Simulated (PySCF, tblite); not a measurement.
# CH2BClO3, a small gas-phase stand-in for a defect centre: NMR shifts, core binding energies and electronic excitations

What NMR shifts, core binding energies and electronic excitations should one expect for `OB(O)O[C]Cl`? It is drawn as: twofold C.

Programs: tblite 0.8.0 and PySCF 2.14.0. All values are calculated, for the isolated system unless a continuum is named. Atoms count from 0, parts from 1.

## (1) Starting point

8 atoms, charge 0, multiplicity 1; geometry: distance geometry start.

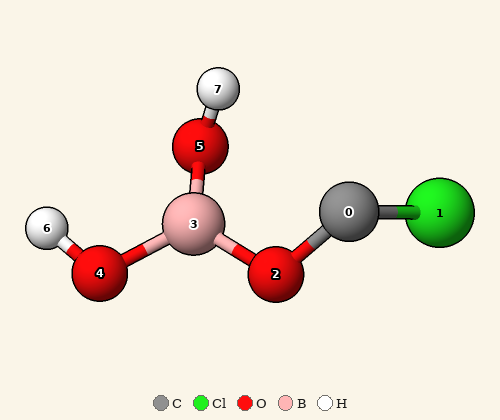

The starting geometry (carbon grey, chlorine green, oxygen red, boron pink, hydrogen white), atoms numbered.

## (2) Relaxing the cluster with GFN2-xTB

Job settings and geometry (Å):

```
{"job": {"kind": "relax", "xc": "GFN2-xTB", "basis": "xTB"}, "charge": 0, "multiplicity": 1}
C      1.812707    -0.606208     0.356038
Cl     2.837868     0.507231    -0.551192
O      0.756160    -0.960553    -0.477000
B     -0.458835    -0.239746    -0.176896
O     -1.718396    -0.881279    -0.545963
O     -0.537150     1.207571     0.025050
H     -2.483841    -0.386140    -0.153262
H     -0.221239     1.366297     0.918382
```

Method: GFN2-xTB geometry optimisation, gas phase.

On the command line:

```
$ OMP_NUM_THREADS=1 python cluster_run.py task.json out
```

This one command runs all jobs of the session in turn.

**Question.** The jobs that follow are: PBE0-D3(BJ)/def2-SVP geometry optimisation, gas phase; GIAO PBE0/pcSseg-2 NMR shielding, non-relativistic, gas phase; delta-SCF UKS SCAN, pcX-2 on the ionised atom, pcseg-1 elsewhere, spin-free X2C; TDDFT CAM-B3LYP/def2-SVPD, vertical, gas phase, core orbitals frozen in the response. Predict: rotational constants (main isotopes); $^{13}$C shifts against TMS (PBE0/pcSseg-2); $^{1}$H shifts against TMS (PBE0/pcSseg-2); $^{35}$Cl shifts against HCl (PBE0/pcSseg-2); $^{17}$O shifts against H2O (PBE0/pcSseg-2); $^{11}$B shifts against BF3·OEt2 (PBE0/pcSseg-2); O1s binding energies, SCAN/pcX-2 (standing for 2 of 3 atoms); Cl2p binding energies, SCAN/pcX-2; B1s binding energies, SCAN/pcX-2; lowest singlet (CAM-B3LYP/def2-SVPD); brightest single state of those computed; lowest triplet; vertical ionisation energy (ΔSCF); vertical electron affinity (ΔSCF).

As calculated:

| quantity | value |
| --- | --- |
| rotational constants (main isotopes) | 6.83, 1.80, 1.42 GHz |
| $^{13}$C shifts against TMS (PBE0/pcSseg-2) | 375.0 ppm |
| $^{1}$H shifts against TMS (PBE0/pcSseg-2) | 8.54, 3.97 ppm |
| $^{35}$Cl shifts against HCl (PBE0/pcSseg-2) | 678 ppm |
| $^{17}$O shifts against H2O (PBE0/pcSseg-2) | 438.2, 116.7, 95.9 ppm |
| $^{11}$B shifts against BF3·OEt2 (PBE0/pcSseg-2) | 15.1 ppm |
| O1s binding energies, SCAN/pcX-2 (standing for 2 of 3 atoms) | O2 541.29, O4 540.43 eV |
| Cl2p binding energies, SCAN/pcX-2 | Cl1 206.37 eV |
| B1s binding energies, SCAN/pcX-2 | B3 199.96 eV |
| lowest singlet (CAM-B3LYP/def2-SVPD) | 3.46 eV (358 nm), f = 0.007 |
| brightest single state of those computed | state 4, 6.71 eV, f = 0.229 |
| lowest triplet | 1.87 eV |
| vertical ionisation energy (ΔSCF) | 10.00 eV |
| vertical electron affinity (ΔSCF) | 0.47 eV |

What this shows: The start of the PBE0/def2-SVP relaxation was shaken at random by about 0.01 Å, so part of the energy gained, and of the first lengths quoted, undoes that. Over 13 steps the energy fell by 0.186 eV; of the close pairs, C0–Cl1 changed most, 1.765 to 1.908 Å (PBE0/def2-SVP). No frequency check was run at this level, so the end point may be a saddle. At PBE0/pcSseg-2: The widest tensor belongs to Cl1: span 1440 ppm, with a paramagnetic part of -886 ppm. At SCAN/pcX-2: O2 (oxygen bonded to C, B) binds its O1s electron 0.86 eV more tightly than O4 (oxygen bonded to B, H). Only 2 of the 3 O atoms are covered by sound results. The first singlet state (HOMO→LUMO 0.99) lies at 3.46 eV and is weak; of the 6 states computed, the strongest absorption comes from state 4 at 6.71 eV. The lowest triplet lies 1.59 eV below the lowest singlet (triplets in Tamm-Dancoff, singlets in full TDDFT). The orbital energy would give 8.94 eV for ionisation, ΔSCF gives 10.00 eV.
